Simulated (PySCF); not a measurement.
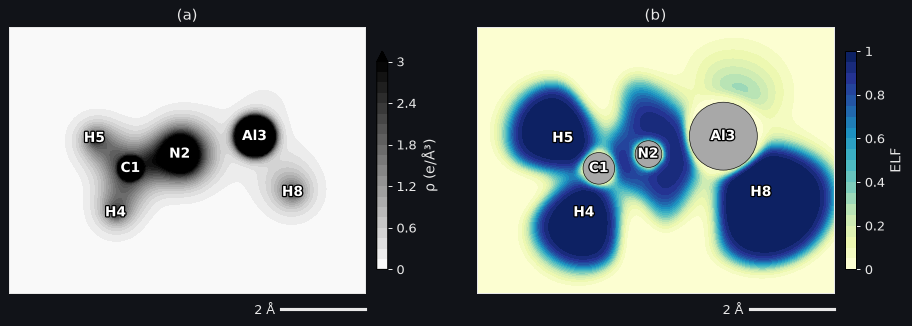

Figure. CH5AlN (charge −1). (a) electron density; (b) electron localisation function on the plane of atoms N2, C1 and H5. Grey discs cover the atomic cores in the ELF map.

Geometry: GFN2-xTB.

Computed with PBE0/def2-SVPD, SCF density, gas phase (PySCF 2.14.0).

```yaml
atoms:
  - { symbol: C, position_ang: [1.6954, -0.2338, 0.2546] }
  - { symbol: N, position_ang: [0.4923, -0.0538, 0.0556] }
  - { symbol: Al, position_ang: [-1.3165, 0.1821, -0.1662] }
  - { symbol: H, position_ang: [2.1149, -0.6992, 1.1749] }
  - { symbol: H, position_ang: [2.4927, 0.0504, -0.4682] }
  - { symbol: H, position_ang: [-1.5857, 1.7662, -0.3519] }
  - { symbol: H, position_ang: [-1.7602, -0.6330, -1.4919] }
  - { symbol: H, position_ang: [-2.1238, -0.3695, 1.1241] }
```

Question: Read the bonding off the picture.

Answer: The plane passes through C, N, Al and H nuclei.
C–N (1.23 Å): ρ at the midpoint is about 3 e/Å³; the ELF peaks at about 0.90 between the atoms; a short, multiple covalent bond.
Al–N (1.84 Å): ρ at the midpoint is about 0.67 e/Å³; the ELF peaks at about 0.90 in the valence shell of N, 0.7 Å from its nucleus, and is about 0.55 at the midpoint.
C–H (1.11 Å): ρ is about 1.9 e/Å³ halfway; the ELF climbs to about 1 towards the hydrogen, as it does in any bond to H; an ordinary covalent bond to hydrogen.
Al–H (1.62 Å): ρ at the midpoint is about 0.48 e/Å³; the ELF climbs to about 1 towards the hydrogen.
